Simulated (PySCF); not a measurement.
SMILES C[Si]([SiH3])(Cl)Cl (CH6Cl2Si2), PBE0/def2-SVP optimised geometry. Atoms within 1.6 Å of the plane z = 0.6 Å (x, y, z in Å): C1 (-0.71, -1.83, 2.13), Si2 (-1.22, -0.06, 1.91), Si3 (-0.43, 1.03, 0.00), Cl5 (-3.30, 0.03, 1.87), H6 (0.39, -1.91, 2.18), H8 (-1.06, -2.44, 1.28), H9 (-0.93, 2.44, 0.00), H11 (1.06, 1.03, 0.00).

Level of theory: PBE0/def2-TZVP in PySCF.

Map of the log10 of the electron density (e/bohr³), floored at −4 on the plane z = 0.6 Å:

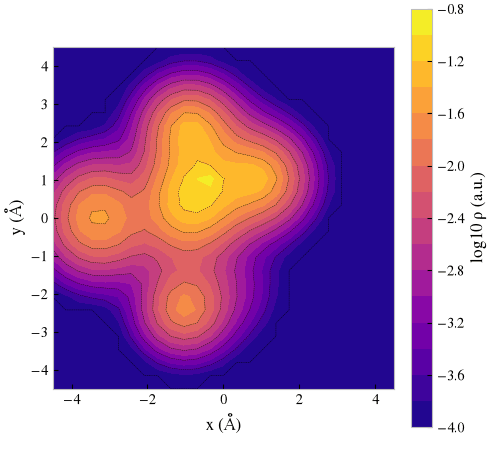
Figure. Log10 of the electron density (e/bohr³), floored at −4 on the plane z = 0.6 Å.
